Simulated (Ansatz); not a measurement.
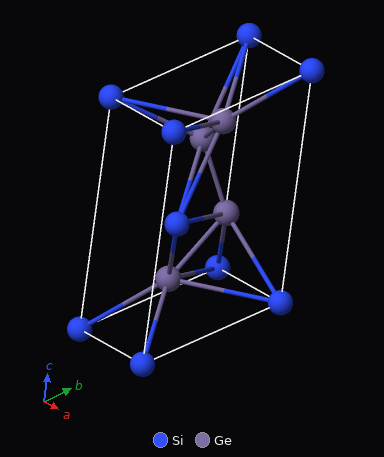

Ball-and-stick drawing of the structure, looking slightly off an axis. The lines enclose the simulation cell; boundary atoms appear with their images.

```xyz
6
Lattice="0.0000 4.2116 0.0000 4.2116 0.0000 0.0000 2.1058 2.1058 -6.5238" Properties=species:S:1:pos:R:3 pbc="T T T"
Si    0.0000    0.0000    0.0000
Si    2.1058    4.2116   -3.2619
Ge    2.1058    2.1058   -1.1091
Ge    4.2116    2.1058   -4.3710
Ge    4.2116    2.1058   -2.1529
Ge    4.2116    4.2116   -5.4148
```

Calculation details: Ansatz, DFT, PAW plane waves, r2SCAN; an energy cutoff of 500 eV, a 6×6×6 k-point grid, Gaussian smearing of 0.02 eV, no spin polarisation.

### Give the Bader charge of each element.

Si +0.06 e; Ge -0.03 e. Little charge moves, as in a metallic or covalent solid.

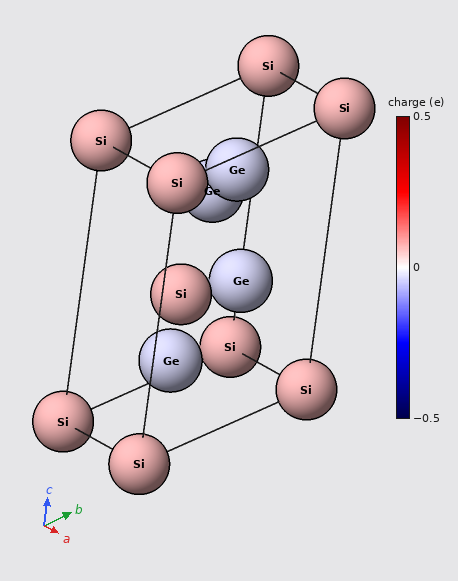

The atoms coloured by those charges.

Where the cell comes from: a generated cell, made by putting these elements into a known structure type (the compound may or may not exist in this form). No relaxation was applied. It was the input of a calculation with Ansatz.

At this level of theory the cell isn't at rest (compressed, at 8 GPa and forces up to 1.7 eV/Å), so its distances can differ from those at equilibrium, the more so the softer the solid.
